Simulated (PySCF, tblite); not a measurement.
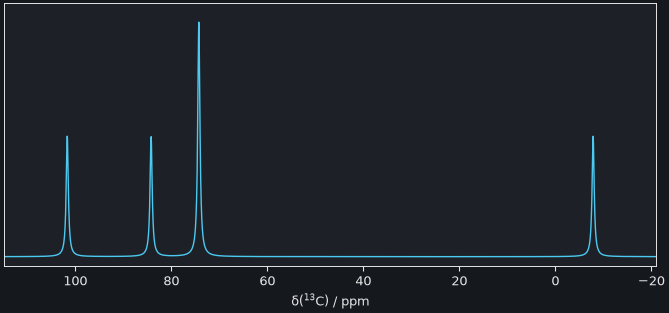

GIAO shifts, PBE0/pcSseg-1 in PySCF, at a GFN2-xTB geometry (a minimum by its frequencies), against TMS for ¹³C computed at the same level. Gas phase, fully decoupled, line heights follow the number of nuclei, widths are arbitrary (no quadrupolar broadening); values of one conformer, averaged over nuclei that symmetry, rotation about single bonds or inversion at nitrogen exchange, these motions taken as fast; other conformers aren't averaged in.

Question: Which molecule was computed?
A. C₆H₁₂N₂Si₂, SMILES C#CC#C[Si@H]([SiH2]N)N(C)C
B. C₄H₁₀N₂Si₃, SMILES C#CC#C[Si@H](N[SiH3])[SiH2]N
C. C₅H₁₁NSi₃, SMILES C#CC#C[Si@@H](C[SiH3])[SiH2]N
D. C₅H₇NOSi₂, SMILES C#CC#C[Si@@H](C=O)[SiH2]N

Answer: C. Its ¹³C signals: 101.7 (1 C), 84.2 (1 C), 74.3 (1 C), 74.2 (1 C), −7.9 (1 C) ppm.

Caveats: the tight-binding geometry is rougher than a DFT one and adds to the error.
